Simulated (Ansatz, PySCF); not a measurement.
Bond stretch in H3Ga, SMILES [GaH3], singlet. The Ga1–H4 bond (Ga1 also carries H, H; H4 carries nothing else) is stretched with both fragments frozen at the PBE0/def2-TZVP optimised geometry.

```
4

Ga     0.0000     0.0000     0.0000
H      0.0010    -1.3584    -0.7843
H      0.0000     1.3584    -0.7843
H      0.0000     0.0000     1.5685
```

Levels of theory: RHF/cc-pVDZ (Ansatz, a quantum-chemistry and plane-wave program); RKS-B3LYP/6-31G* = restricted B3LYP/6-31G*, spherical d (PySCF); UKS-BLYP = unrestricted BLYP/cc-pVDZ run with Ansatz; UKS-B3LYP/6-31G* = unrestricted B3LYP/6-31G*, spherical d in PySCF.

Energies are in mEh, each relative to the lowest point of its own curve near equilibrium.

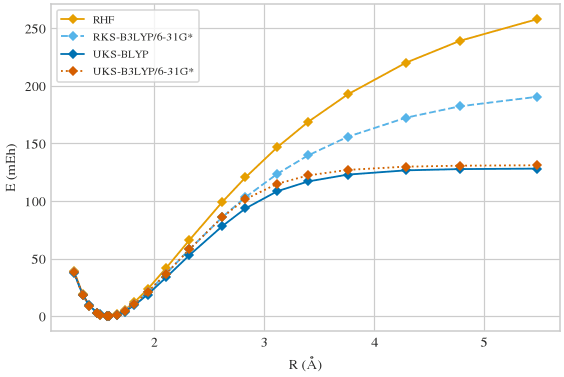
Energy against bond length for each method.

```json
[
 {"R / Å": "1.27", "RHF": "39.6", "RKS-B3LYP/6-31G*": "38.1", "UKS-BLYP": "37.9", "UKS-B3LYP/6-31G*": "38.1"},
 {"R / Å": "1.35", "RHF": "19.0", "RKS-B3LYP/6-31G*": "18.3", "UKS-BLYP": "18.5", "UKS-B3LYP/6-31G*": "18.3"},
 {"R / Å": "1.41", "RHF": "9.3", "RKS-B3LYP/6-31G*": "9.1", "UKS-BLYP": "9.4", "UKS-B3LYP/6-31G*": "9.1"},
 {"R / Å": "1.48", "RHF": "2.8", "RKS-B3LYP/6-31G*": "2.8", "UKS-BLYP": "3.1", "UKS-B3LYP/6-31G*": "2.8"},
 {"R / Å": "1.51", "RHF": "1.2", "RKS-B3LYP/6-31G*": "1.3", "UKS-BLYP": "1.5", "UKS-B3LYP/6-31G*": "1.3"},
 {"R / Å": "1.57", "RHF": "0.0", "RKS-B3LYP/6-31G*": "0.0", "UKS-BLYP": "0.1", "UKS-B3LYP/6-31G*": "0.0"},
 {"R / Å": "1.59", "RHF": "0.1", "RKS-B3LYP/6-31G*": "0.0", "UKS-BLYP": "0.0", "UKS-B3LYP/6-31G*": "0.0"},
 {"R / Å": "1.66", "RHF": "1.8", "RKS-B3LYP/6-31G*": "1.5", "UKS-BLYP": "1.2", "UKS-B3LYP/6-31G*": "1.5"},
 {"R / Å": "1.73", "RHF": "5.4", "RKS-B3LYP/6-31G*": "4.7", "UKS-BLYP": "4.0", "UKS-B3LYP/6-31G*": "4.7"},
 {"R / Å": "1.82", "RHF": "12.1", "RKS-B3LYP/6-31G*": "10.7", "UKS-BLYP": "9.5", "UKS-B3LYP/6-31G*": "10.7"},
 {"R / Å": "1.94", "RHF": "23.4", "RKS-B3LYP/6-31G*": "20.7", "UKS-BLYP": "18.8", "UKS-B3LYP/6-31G*": "20.7"},
 {"R / Å": "2.11", "RHF": "42.0", "RKS-B3LYP/6-31G*": "37.1", "UKS-BLYP": "33.8", "UKS-B3LYP/6-31G*": "37.1"},
 {"R / Å": "2.32", "RHF": "66.1", "RKS-B3LYP/6-31G*": "58.0", "UKS-BLYP": "53.0", "UKS-B3LYP/6-31G*": "58.0"},
 {"R / Å": "2.62", "RHF": "99.2", "RKS-B3LYP/6-31G*": "86.1", "UKS-BLYP": "78.3", "UKS-B3LYP/6-31G*": "86.1"},
 {"R / Å": "2.83", "RHF": "120.5", "RKS-B3LYP/6-31G*": "103.3", "UKS-BLYP": "93.6", "UKS-B3LYP/6-31G*": "101.7"},
 {"R / Å": "3.12", "RHF": "146.8", "RKS-B3LYP/6-31G*": "123.6", "UKS-BLYP": "108.5", "UKS-B3LYP/6-31G*": "115.0"},
 {"R / Å": "3.40", "RHF": "168.7", "RKS-B3LYP/6-31G*": "139.7", "UKS-BLYP": "117.0", "UKS-B3LYP/6-31G*": "122.2"},
 {"R / Å": "3.76", "RHF": "192.6", "RKS-B3LYP/6-31G*": "155.8", "UKS-BLYP": "122.9", "UKS-B3LYP/6-31G*": "127.1"},
 {"R / Å": "4.29", "RHF": "220.1", "RKS-B3LYP/6-31G*": "172.4", "UKS-BLYP": "126.7", "UKS-B3LYP/6-31G*": "129.9"},
 {"R / Å": "4.78", "RHF": "239.1", "RKS-B3LYP/6-31G*": "182.2", "UKS-BLYP": "127.7", "UKS-B3LYP/6-31G*": "130.7"},
 {"R / Å": "5.48", "RHF": "257.8", "RKS-B3LYP/6-31G*": "190.5", "UKS-BLYP": "128.1", "UKS-B3LYP/6-31G*": "131.1"}
]
```

At the longest distance, 5.48 Å, RHF lies highest above its minimum (257.8 mEh) and UKS-BLYP lowest (128.1 mEh).

The restricted form behind RHF, RKS-B3LYP/6-31G* keeps the bonding electrons paired and can't separate into open-shell fragments. The unrestricted determinant behind UKS-BLYP, UKS-B3LYP/6-31G* is spin-contaminated at 2.83 to 5.48 Å (<S²> up to 1.0, against 0.00 for a pure singlet).
